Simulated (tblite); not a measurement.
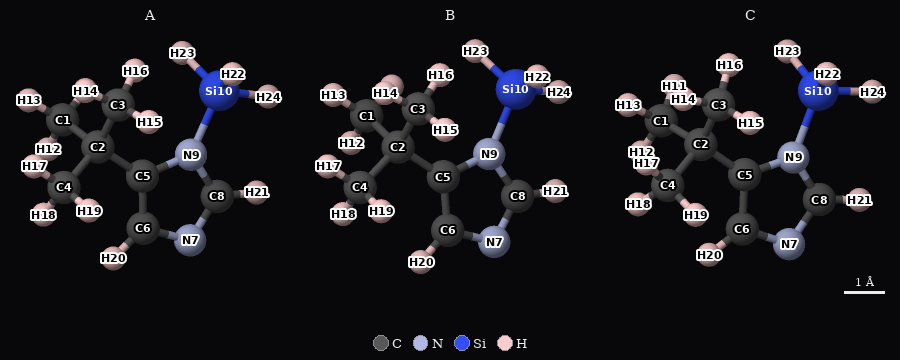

3 geometries from one relaxation of C7H14N2Si, in shuffled order. A ball-and-stick model, seen at a tilt.

All numbers below come from GFN2-xTB geometry optimisation, gas phase in tblite. 

### Put them in the order of the run, from the start to the converged end.

C, A, B. They are steps 0, 35, 118, at +0.869 eV, +0.028 eV relative to the last. After 118 geometry steps the energy has fallen by 0.869 eV. The largest move after the best rigid fit is that of H24, 0.63 Å. Largest moves by element: H 0.63 Å, C 0.20 Å, Si 0.17 Å, N 0.16 Å. Near-neighbour distances that change, for instance: N7–C8 1.351 → 1.291 Å, C1–H13 1.146 → 1.088 Å, C1–C2 1.483 → 1.535 Å, C2–C5 1.464 → 1.503 Å. Bond angles that change, for instance: C5–N9–Si10 126.1° → 134.8°, H11–C1–H12 114.9° → 108.3°, C1–C2–C5 116.3° → 109.7°. Groups turn about C2–C4 by about 20°.
